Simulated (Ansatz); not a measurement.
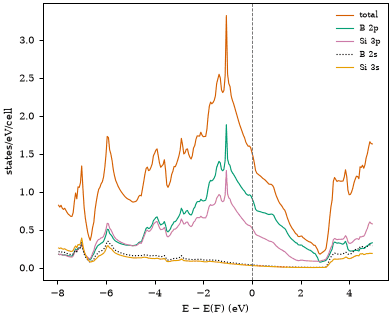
Figure: Total and projected density of states of SiB (wurtzite, space group No. 186), PBE in the plane-wave PAW code Ansatz

Problem. Which orbitals carry the states next to the Fermi level?

Solution. Within 0.5 eV of the Fermi level: B 2p 60 %, Si 3p 35 %. Projections are on Löwdin-orthogonalised atomic valence shells; empty p or d shells of many metals are not among them.

Problem. Where is the tallest occupied peak in this window, and what makes it?

Solution. Near -1.0 eV, about 3.3 states/eV per cell; the largest projected share is B 2p.

Space group P6_3mc (wurtzite). The workflow started from a Materials Project entry (that database holds measured and hypothetical structures alike); the Crystallography Open Database copy checked does not list it. Whether it is the stable phase at ambient conditions was not checked. The cell was relaxed with PBE under the symmetry of its start; its stability against distortions is not shown here. Its formation energy is positive at this level, so the cell may be metastable or incomplete.

Potentials: the later of the program's two PAW sets.
